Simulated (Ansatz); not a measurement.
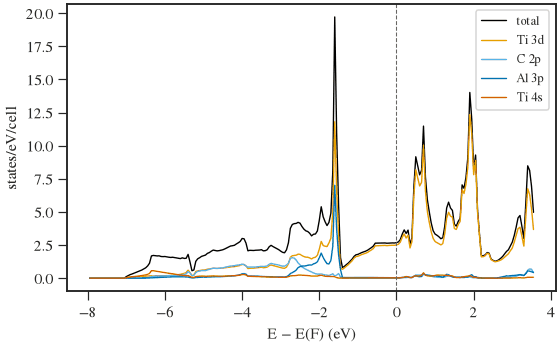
*Total and projected density of states of Ti$_{3}$AlC (anti-perovskite, space group No. 221), plane-wave PAW LDA (Ansatz code)*

Problem. Which orbitals carry the states next to the Fermi level?

Solution. Within 0.5 eV of the Fermi level: Ti 3d 92 %. Projections are on Löwdin-orthogonalised atomic valence shells; empty p or d shells of many metals are not among them.

Problem. Where is the tallest occupied peak in this window, and what makes it?

Solution. Near -1.6 eV, about 20 states/eV per cell; the largest projected share is Ti 3d.

Space group Pm-3m (anti-perovskite). The first step of the workflow began from a Materials Project structure, measured or hypothetical; the Crystallography Open Database copy checked does not list it. Whether it is the stable phase at ambient conditions was not checked. Symmetry was held in the LDA relaxation; of distortions, only those at the zone centre were tested. The run is not spin-polarised.

Potentials: the later of the program's two PAW sets.
